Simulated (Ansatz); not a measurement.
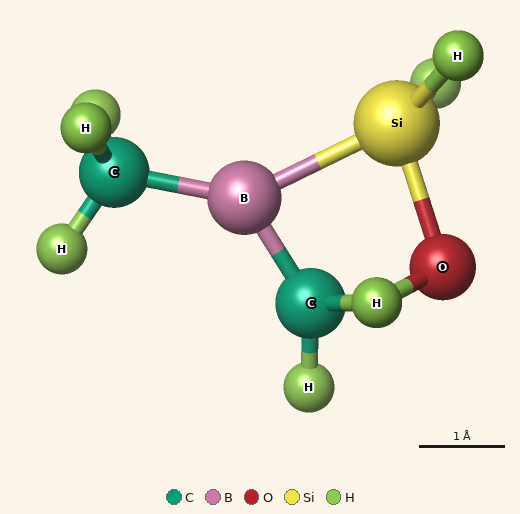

Fig. 1: The structure (ball-and-stick view, seen on its broad side). Bond lengths as drawn: B–C 1.48 to 1.56 Å, B–Si 2.00 Å, C–H 1.09 to 1.29 Å, H–O 1.18 Å, H–Si 1.49 to 1.50 Å and O–Si 1.78 Å.

# Frequency calculation, with input and output: C2H7BOSi

The run: frequency calculation of C2H7BOSi. Method and program: RKS PBE0-D4/def2-SVP (Ansatz 0.2.0).

It belongs to a series of runs on one base structure; here: vibrations at the highest image of the band.

## The input
```yaml
crystal:
  periodic: [false, false, false]
  atoms:
    - { symbol: C, position_ang: [-1.33755, 0.134239, 1.412941] }
    - { symbol: B, position_ang: [-0.218752, 0.013799, 0.32552] }
    - { symbol: C, position_ang: [0.927455, -0.911203, 0.165337] }
    - { symbol: O, position_ang: [1.713957, -0.403994, -1.173095] }
    - { symbol: Si, position_ang: [0.317191, 0.654661, -1.493175] }
    - { symbol: H, position_ang: [-1.212151, -0.571052, 2.248428] }
    - { symbol: H, position_ang: [-2.324013, -0.055496, 0.955546] }
    - { symbol: H, position_ang: [-1.387125, 1.155145, 1.825686] }
    - { symbol: H, position_ang: [1.282135, -1.912892, 0.4181] }
    - { symbol: H, position_ang: [1.916296, -0.11289, -0.044079] }
    - { symbol: H, position_ang: [0.795217, 1.982722, -1.993379] }
    - { symbol: H, position_ang: [-0.395659, -0.028438, -2.61393] }
basis:
  gaussian: { orbitals: def2-SVP }
hamiltonian:
  xc: pbe0
  dispersion: d4
phonons: {}
```

Hardware: 2 threads of AMD EPYC (Zen 5), 16 GiB of memory available, shared host.

Command:
```bash
ansatz run input.yaml --threads 2 --pin off --max-ram 3072MiB --backend cpu --events-out ev --progress --plain --runs-dir out
```

## Log
```
Engine: ansatz 0.2.0, x86_64-unknown-linux-gnu
Functional definition: PBE0
  parameter a = 0.25
  parameter kappa = 0.804
  parameter beta = 0.06672455060314922
  exchange = (1 - a)*pbe_x(kappa = kappa, mu = beta*pi^2/3) + a*exact_x
  correlation = pbe_c(beta = beta)
1192 factors; integrals over basis functions are off by at most 5.3e-4 eV
mean field evaluation 1: about -12764.6318 eV, gradient 5.1e1 eV
mean field evaluation 2: about -12762.6012 eV, gradient 5.8e1 eV
mean field evaluation 4: about -12770.9390 eV, gradient 4.5e0 eV
mean field evaluation 8: about -12771.0079 eV, gradient 8.9e-2 eV
mean field evaluation 16: about -12771.0079 eV, gradient 7.1e-5 eV
mean field -12771.00793393 eV, -469.3258850719 hartree, gradient 7.1e-5 eV, S^2 0.000000; 0 other end points of the search recorded, 0 dependent functions left out
the calculation of the forces begins
reference -12771.00796269 eV, -469.3258861287 hartree; 23, 23 occupied and 86, 86 virtual orbitals, 1192 factors
these checks for a lower state are left out or cut short: stability, starts, cluster_reference, orbital_swaps, neighbouring_geometries, increment
1192 factors; integrals over basis functions are off by at most 5.3e-4 eV
mean field -12771.00776329 eV, -469.3258788009 hartree, gradient 1.1e-6 eV, S^2 0.000000; 0 other end points of the search recorded, 0 dependent functions left out
[... from here on the field's lines of each further geometry are left out, up to the last ...]
the calculation of the forces begins
reference -12771.00792590 eV, -469.3258847766 hartree; 23, 23 occupied and 86, 86 virtual orbitals, 1192 factors
these checks for a lower state are left out or cut short: stability, starts, cluster_reference, orbital_swaps, neighbouring_geometries, increment
1192 factors; integrals over basis functions are off by at most 5.3e-4 eV
mean field -12771.00790296 eV, -469.3258839339 hartree, gradient 1.1e-6 eV, S^2 0.000000; 0 other end points of the search recorded, 0 dependent functions left out
the calculation of the forces begins
reference -12771.00793173 eV, -469.3258849909 hartree; 23, 23 occupied and 86, 86 virtual orbitals, 1192 factors
WARN: phonons: modes at or below zero, which the zero-point energy, F, S and C_V leave out: 1, the lowest at -1546.87 cm⁻¹. A minimum has none, and a first-order saddle one
Total energy: -12771.20707038 eV, -469.3332032015 hartree
Atom 0 at    -1.337550     0.134239     1.412941 Å, force     0.000470    -0.000600     0.000751 eV/Å
Atom 1 at    -0.218752     0.013799     0.325520 Å, force    -0.002429     0.002220    -0.005606 eV/Å
Atom 2 at     0.927455    -0.911203     0.165337 Å, force    -0.004186     0.000368     0.009613 eV/Å
Atom 3 at     1.713957    -0.403994    -1.173095 Å, force    -0.006446     0.005479    -0.001168 eV/Å
Atom 4 at     0.317191     0.654661    -1.493175 Å, force     0.007698    -0.006653    -0.002109 eV/Å
Atom 5 at    -1.212151    -0.571052     2.248428 Å, force     0.000059    -0.000027    -0.000071 eV/Å
Atom 6 at    -2.324013    -0.055496     0.955546 Å, force     0.000631     0.000382    -0.000160 eV/Å
Atom 7 at    -1.387125     1.155145     1.825686 Å, force    -0.000277    -0.000187     0.000795 eV/Å
Atom 8 at     1.282135    -1.912892     0.418100 Å, force     0.003209    -0.000018    -0.004382 eV/Å
Atom 9 at     1.916296    -0.112890    -0.044079 Å, force     0.000974    -0.000856    -0.002294 eV/Å
Atom 10 at     0.795217     1.982722    -1.993379 Å, force     0.000388    -0.000083     0.001903 eV/Å
Atom 11 at    -0.395659    -0.028438    -2.613930 Å, force    -0.000092    -0.000024     0.002728 eV/Å
Dipole moment:    -0.067766     0.076752     0.102982 e Å
Vibrations: -1546.87 101.86 211.53 236.10 273.91 431.30 517.74 534.98 552.09 622.39 690.97 708.03 832.86 835.20 860.76 948.01 1061.38 1092.02 1128.27 1292.17 1389.44 1431.06 1444.29 2214.46 2238.77 2348.82 3047.49 3130.11 3152.85 3239.62 cm⁻¹, zero-point energy 2.266957 eV
```

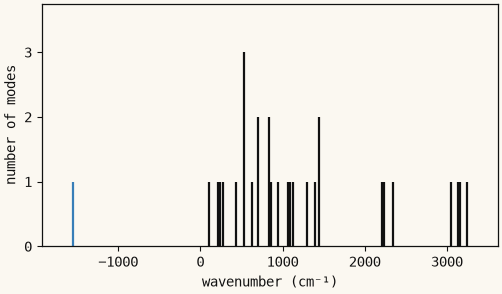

Fig. 2: Harmonic vibrational wavenumbers from the force constants; neighbouring modes closer than 22 cm⁻¹ are counted in one stick, and imaginary ones are drawn at negative wavenumbers. 30 modes from 1547i to 3240 cm⁻¹, 1 imaginary beyond 8i (1547i cm⁻¹): a first-order saddle point, if the geometry is stationary.

## Key numbers

```json
{"quantity": "outcome", "value": "converged"}
{"quantity": "total energy", "value": "−12771.2071 eV"}
{"quantity": "mean-field energy", "value": "−12771.0080 eV"}
{"quantity": "largest force (length of the vector)", "value": "0.010 eV/Å"}
{"quantity": "wall time", "value": "52 s (CPU time 1.7 min)"}
{"quantity": "peak memory", "value": "0.25 GiB"}
```
